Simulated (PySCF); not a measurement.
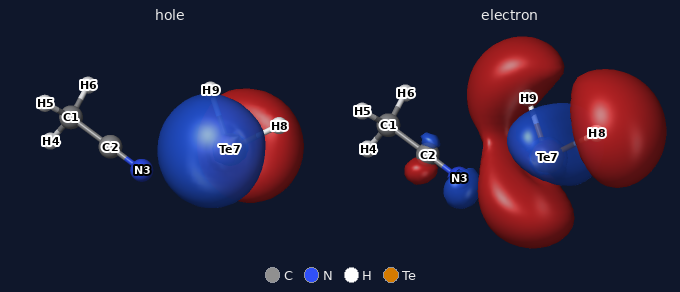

Figure 1: C$_{2}$H$_{5}$NTe, SMILES `CC#N.[TeH2]`. Leading natural transition orbital pair of S₂ (CIS singlet states); the surfaces enclose about 78 % of each orbital's density.

PySCF calculation, HF/def2-SVP, gas phase; geometry: GFN2-xTB. Core potentials replace the inner electrons of Te; spin–orbit coupling isn't included. The pair's geometry is semi-empirical, so its contact may be too short or too long. GFN2-xTB bond lengths at metals and heavier atoms can be off by up to 0.1 Å and shapes distorted, which carries into these values. Without diffuse functions Rydberg states are missing, so the states' numbers hold for this basis only.

Where does the state lie, and where do hole and electron sit?

Answer. 6.61 eV (188 nm), f = 0.003; the leading pair carries 99 %; hole on Te7 (93 %), electron on Te7 (54 %), H8 (27 %) and H9 (13 %); their centroids lie 0.6 Å apart. In canonical orbitals it is mainly HOMO → LUMO+2 (56 %). The HOMO–LUMO gap is 11.49 eV.

The PySCF run took 41 s on 1 thread of Arm Neoverse V1 (shared host), peak memory 0.39 GiB.
